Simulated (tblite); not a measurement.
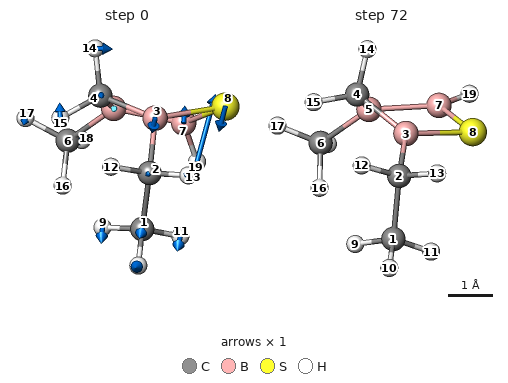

The structure of C₄H₁₁B₃S before (left) and after (right) a relaxation, at one scale. The blue arrows give the displacements, at their true length.

The picture is a ball-and-stick view, seen from a free direction.

Theory: tblite 0.8.0, GFN2-xTB geometry optimisation, gas phase. 

Q: What changed between the two?

A: The energy falls by 93.1 kJ/mol in 72 geometry steps. H19 moves most after the best rigid fit: 1.68 Å. By element the largest moves are H 1.68 Å, S 0.68 Å, B 0.47 Å, C 0.39 Å. Among the contacts that change: B7–S8 1.886 → 1.793 Å, B3–S8 1.895 → 1.825 Å, C1–H11 1.116 → 1.088 Å, C1–H9 1.114 → 1.088 Å. Bond angles that change, for instance: B5–B7–H19 118.6° → 138.2°, C6–B5–B7 119.3° → 129.0°, B3–C4–B5 105.7° → 97.7°. Groups turn about B3–S8 by about 30°, C4–B5 by about 25°. The run took 0.92 s on 1 thread of Arm Neoverse N1, with other jobs on the host.
